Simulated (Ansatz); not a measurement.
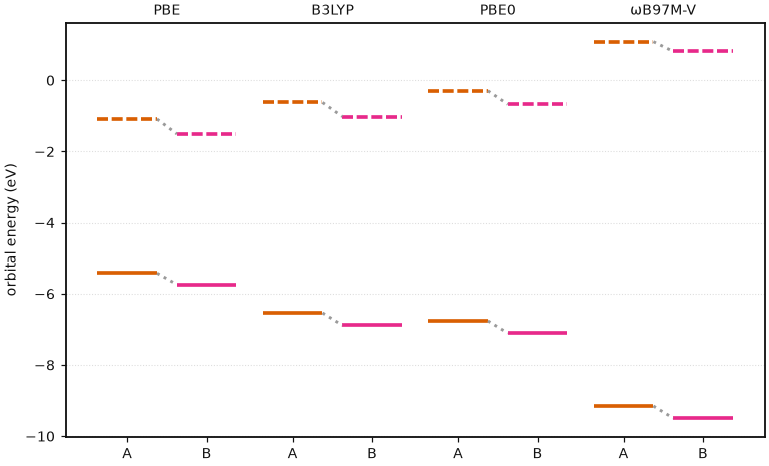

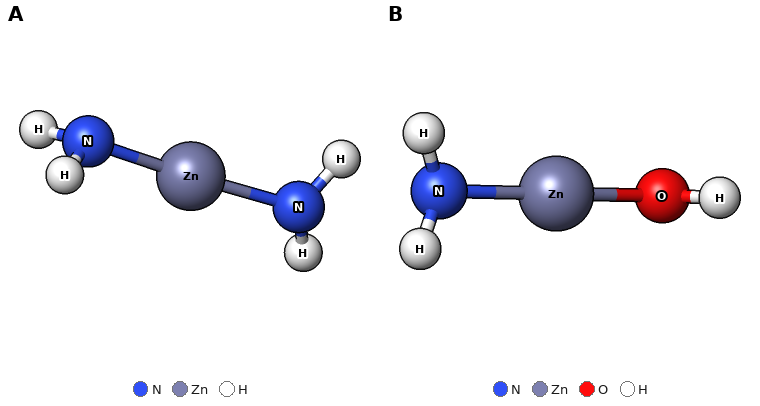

One change: A, ZnN₂H₄ (SMILES [NH2][Zn][NH2]), becomes B, ZnNH₃O (SMILES [NH2][Zn][OH]). NH₂ on Zn is replaced by OH. HOMO (solid) and LUMO (dashed) computed in def2-TZVPP at PBE0-D4/def2-TZVP geometries, both minima by their frequencies, gas phase, the Ansatz code 0.2.0. Empty levels above zero depend strongly on the basis.

What does the change do to HOMO and LUMO?

Answer. PBE: the HOMO falls by 0.32 eV, the LUMO falls by 0.42 eV, and the separation goes from 4.34 to 4.24 eV. B3LYP: the HOMO falls by 0.35 eV, the LUMO falls by 0.40 eV, and the separation goes from 5.92 to 5.87 eV. PBE0: the HOMO falls by 0.35 eV, the LUMO falls by 0.38 eV, and the separation goes from 6.47 to 6.43 eV. ωB97M-V: the HOMO falls by 0.34 eV, the LUMO falls by 0.27 eV, and the separation goes from 10.24 to 10.30 eV.

Do the functionals agree on the effect?

Answer. They agree on the direction for both levels; the HOMO shift lies between −0.35 and −0.32 eV and the LUMO shift between −0.42 and −0.27 eV, while the separations themselves differ by up to 6.1 eV between functionals.
